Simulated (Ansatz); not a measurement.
GeH₅O₂Cl: several calculations on one system

Part 1: Relaxation

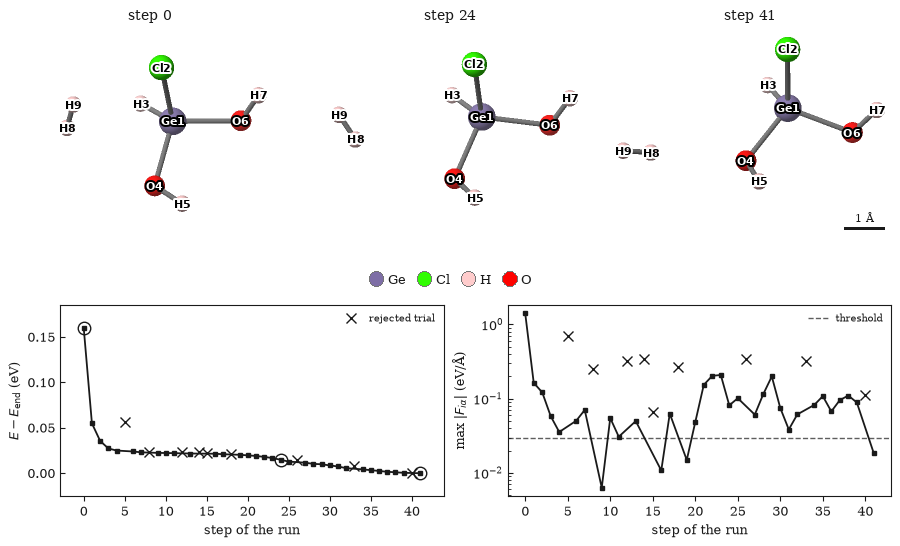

Frames of a relaxation of GeH₅O₂Cl, marked on the history of the run. Style: ball-and-stick. Shown face on.

The run prepares an end point of a later path (reaction) calculation, from a guessed geometry.

Computed with RKS r2SCAN-D4/def2-SVP in Ansatz. Settings: no spin polarisation; force threshold 0.03 eV/Å; at most 50 steps.

Q: Describe the path.

A: H9 moves most after the best rigid fit: 1.77 Å. Largest moves by element: H 1.77 Å, Cl 0.86 Å, O 0.70 Å, Ge 0.54 Å. Near-neighbour distances that change, for instance: H8–H9 0.717 → 0.760 Å, Ge1–Cl2 2.206 → 2.168 Å. The energy falls by 0.160 eV in 32 accepted moves (41 points after the start). Largest force component: 1.4 eV/Å at the start, 0.018 eV/Å at the end. The line search rejected the trial steps at points 5, 8, 12, 14, 15, 18, 26, 33 and more of the run. The forces were under the threshold at step 9, but the run went on from there. From step 0 to 24: H9 moves most (0.92 Å), energy −0.145 eV. From step 24 to 41: H9 moves most (1.01 Å), energy −0.015 eV.

Limits of the set-up: the start holds two separate molecules, 2.6 Å apart at their closest, whose relative position is a soft coordinate.

Part 2: Relaxation

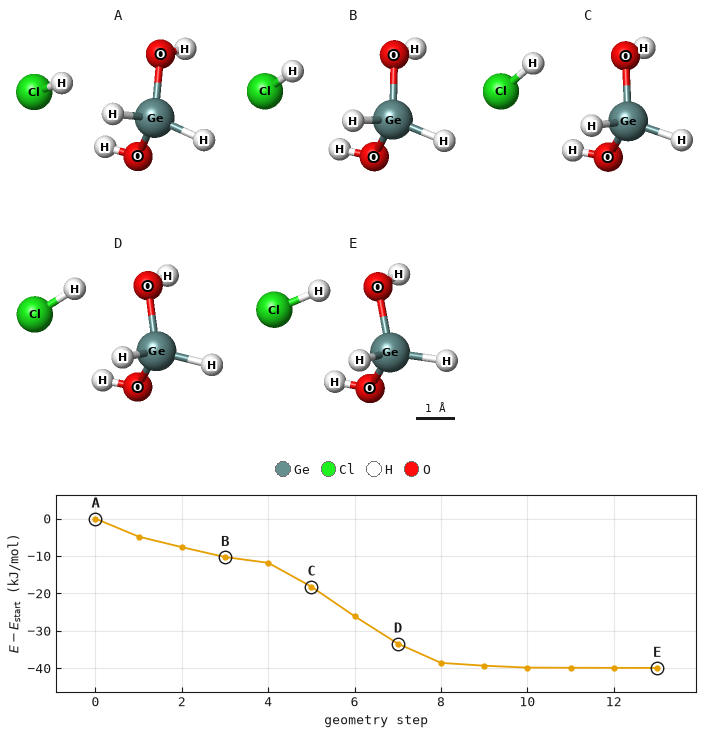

Frames of a relaxation of GeH₅O₂Cl, marked on the history of the run. A ball-and-stick model, seen face on.

The run prepares an end point of a later path (reaction) calculation, from a guessed geometry.

Method: RKS r2SCAN-D4/def2-SVP (Ansatz). Settings: no spin polarisation; force threshold 0.03 eV/Å; at most 50 steps.

**Describe the path.**

The atom that moves furthest after the best rigid fit is an H atom (1.18 Å). Largest moves by element: H 1.18 Å, O 0.54 Å, Cl 0.33 Å, Ge 0.21 Å. Near-neighbour distances that change, for instance: Cl–Ge 3.427 → 3.513 Å, Ge–O 1.782 → 1.821 Å, Ge–H 1.548 → 1.527 Å, Cl–H 1.336 → 1.341 Å. Among the angles between lasting bonds that change: H–Ge–O 112.7° → 109.0°, O–Ge–O 111.1° → 107.8°, H–Ge–H 114.4° → 116.9°. The energy falls by 39.9 kJ/mol in 13 geometry steps. Largest force component: 0.69 eV/Å at the start, 0.013 eV/Å at the end. From step 0 to 3: an H atom moves most (0.41 Å), energy −10.3 kJ/mol. From step 3 to 5: an H atom moves most (0.37 Å), energy −7.92 kJ/mol. From step 5 to 7: an H atom moves most (0.38 Å), energy −15.2 kJ/mol. From step 7 to 13: an H atom moves most (0.26 Å), energy −6.50 kJ/mol.

| step | E − E(0), kJ/mol | largest force component, eV/Å |
| --- | --- | --- |
| 0 | 0.00 | 0.6907 |
| 1 | -4.81 | 0.5211 |
| 2 | -7.63 | 0.1802 |
| 3 | -10.26 | 0.3953 |
| 4 | -11.81 | 0.8745 |
| 5 | -18.19 | 0.5743 |
| 6 | -26.09 | 0.3020 |
| 7 | -33.40 | 0.2400 |
| 8 | -38.55 | 0.3499 |
| 9 | -39.30 | 0.4441 |
| 10 | -39.81 | 0.1023 |
| 11 | -39.86 | 0.0659 |
| 12 | -39.88 | 0.0354 |
| 13 | -39.90 | 0.0126 |

Part 3: Path

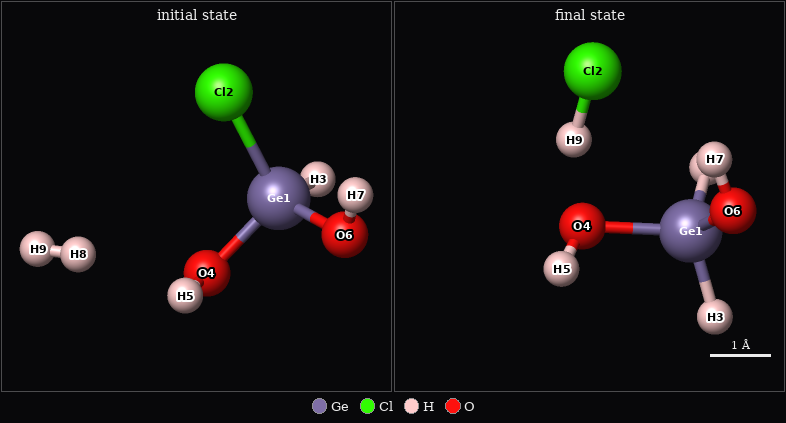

The two relaxed end points of a path for GeH5O2Cl, made up at the start of GeH3O2Cl and H₂. A ball-and-stick model, seen at a tilt.

Theory: RKS r2SCAN-D4/def2-SVP (Ansatz 0.2.0).

Settings: 5 movable images; climbing image; force threshold 0.05 eV/Å; iteration limit 60.

Start:
```xyz
9

Ge   -0.0979   -0.6704    0.0380
Cl   -0.3923   -1.0778    2.1467
H     1.3254   -1.0087   -0.3775
O    -0.3322    1.0374   -0.3196
H    -1.2559    1.3124   -0.2253
O    -1.3532   -1.5783   -0.8111
H    -1.7589   -2.2486   -0.2435
H     0.7933    2.9683    0.8913
H     1.0709    3.5575    1.2838
```

End:
```xyz
9

Ge    0.5611    0.0019   -0.3676
Cl   -1.3316    0.5271    2.5453
H     0.9051   -0.0867   -1.8536
O    -0.3800    1.5314   -0.0669
H    -1.0920    1.6615   -0.7112
O    -0.5111   -1.3622   -0.0465
H    -0.8671   -1.3047    0.8571
H     1.7298    0.1396    0.6059
H    -1.0149    1.1839    1.4203
```

What barrier does the band find between them, and by what path?

The energy climbs by 1.73 eV to image 4 and then falls by 1.46 eV, so the end point sits at +0.26 eV. Breaking: Ge1–Cl2 (2.17 → 2.70 at the top → 3.51 Å), H8–H9 (0.76 → 0.87 at the top → 3.05 Å). Forming: Cl2–H9 (4.94 → 1.86 at the top → 1.34 Å), Ge1–H8 (3.84 → 1.87 at the top → 1.53 Å). The band converged in 25 iterations, with a climbing image at the top. At the top, the vibrational analysis gives one imaginary mode (663i cm⁻¹), as a transition state must have.

Energies of the converged images:

```json
{"image": "0", "path (Å)": "0.00", "E (eV)": "0.000"}
{"image": "1", "path (Å)": "1.85", "E (eV)": "0.015"}
{"image": "2", "path (Å)": "3.70", "E (eV)": "0.020"}
{"image": "3", "path (Å)": "5.55", "E (eV)": "0.274"}
{"image": "4", "path (Å)": "7.40", "E (eV)": "1.726"}
{"image": "5", "path (Å)": "8.87", "E (eV)": "0.668"}
{"image": "6", "path (Å)": "10.33", "E (eV)": "0.264"}
```

The geometry at the top of the path:

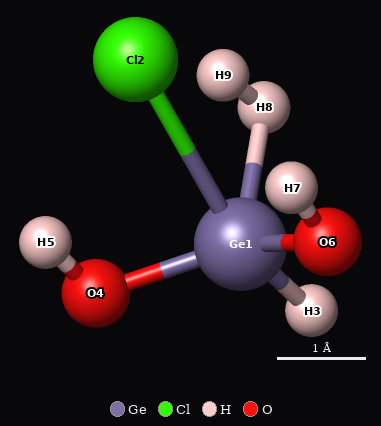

Limits of the set-up: the start holds two separate molecules, 2.5 Å apart at their closest, whose relative position is a soft coordinate.
